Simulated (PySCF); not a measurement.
## Electronic structure of C$_{3}$H$_{8}$BF$_{3}$O$_{2}$Si in real space

```xyz
18

C    -1.7338   -2.0571   -0.0890
O    -0.5167   -1.3521   -0.1847
B    -0.4373   -0.0150   -0.3353
O    -1.5693    0.7254   -0.4331
C    -1.6011    2.1206   -0.5496
Si    1.4565    0.7376   -0.3837
C     2.7127   -0.7147   -0.1378
F     2.5077   -1.3567    1.0227
F     3.9849   -0.2831   -0.1259
F     2.6192   -1.6279   -1.1163
H    -1.8582   -2.6909   -0.9807
H    -1.6936   -2.7097    0.7956
H    -2.5950   -1.3783   -0.0054
H    -0.5971    2.5541   -0.7045
H    -2.0313    2.5648    0.3616
H    -2.2328    2.4024   -1.4055
H     1.8238    1.3849   -1.6810
H     1.7426    1.7172    0.7101
```

Geometry: PBE0-D3(BJ)/def2-SVP.

Computed with PBE0/pcSseg-1, SCF density, gas phase, non-relativistic in PySCF 2.14.0.

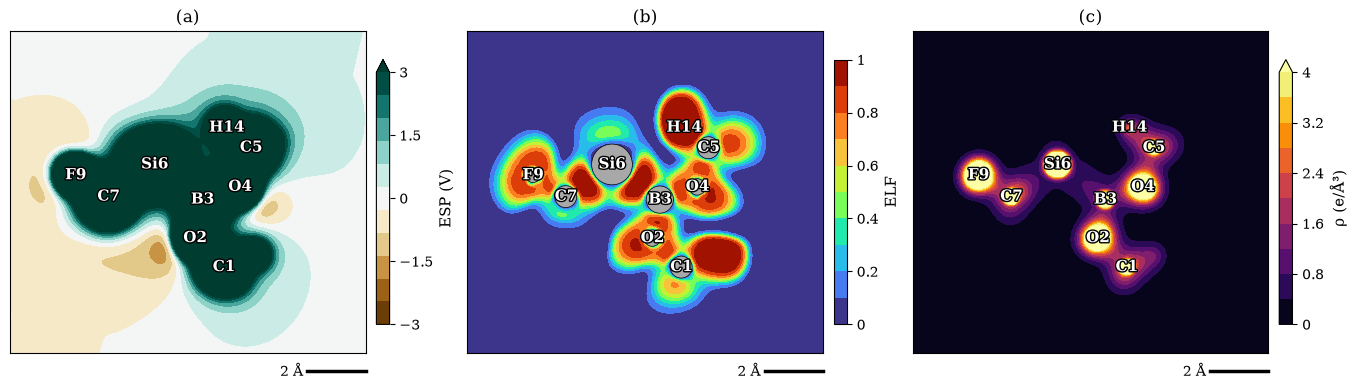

Figure 1. (a) molecular electrostatic potential; (b) ELF; (c) electron density on the plane of atoms Si6, C7 and F9. Grey discs cover the atomic cores in the ELF map.

Interpret the plot.

Answer. The plane passes through C, O, B, Si, F and H nuclei.
C–F (1.34 Å): ρ is about 2.3 e/Å³ halfway; the ELF peaks at about 0.85 between the atoms; a shared but strongly polarised pair.
B–O (1.35 Å): the density is about 2.2 e/Å³ at the midpoint; the ELF peaks at about 0.90 between the atoms; a short, strongly polar bond.
C–O (1.40 Å): ρ is about 2.1 e/Å³ halfway, with its minimum of 1.8 e/Å³ about 0.5 Å from C; the ELF peaks at about 0.90 between the atoms; a polar covalent bond.
C–Si (1.94 Å): ρ is about 0.94 e/Å³ halfway; the ELF peaks at about 1 between the atoms, as expected for a shared electron pair.
Si–B (2.04 Å): ρ at the midpoint is about 0.78 e/Å³; the ELF peaks at about 1 between the atoms (localised, covalent bonding).
The ELF also peaks beside O2, O4 and F9, away from the bonds: lone-pair regions.
Outside the dense part of the molecule the potential is most negative (−1.7 V) near O2.

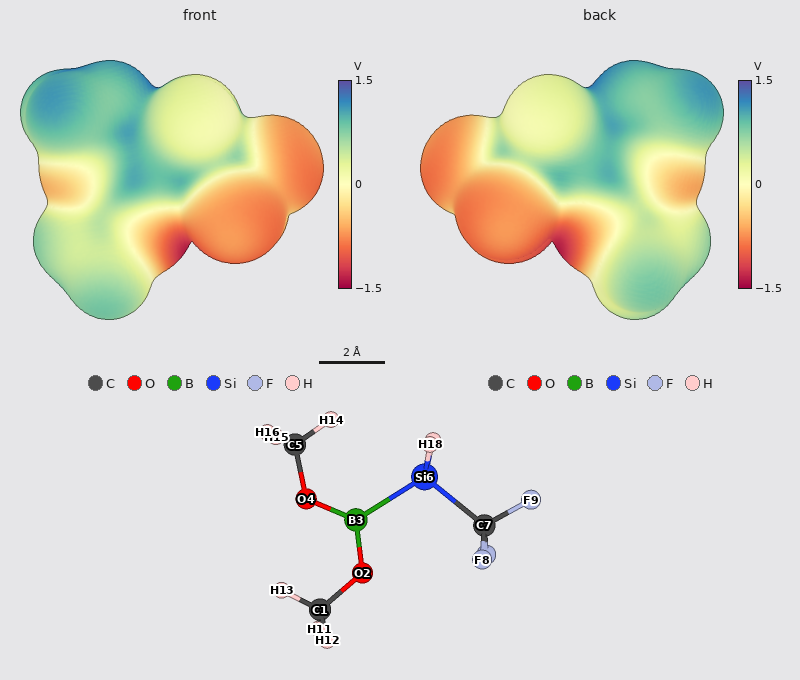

Figure 2. The molecular electrostatic potential painted on the density surface at 0.002 e/bohr³, seen from the front and from behind; the colour scale runs from red (negative) to blue (positive). The bare structure is drawn below in the same view.

Describe the electrostatic potential map.

Answer. The most negative region (about −1.3 V) lies over O2, the most positive (about +1.2 V) over C5, Si6 and H14. O2 is the likeliest acceptor of a hydrogen bond.

How polar is the molecule by this calculation?

Answer. Its dipole moment is 4.32 D.
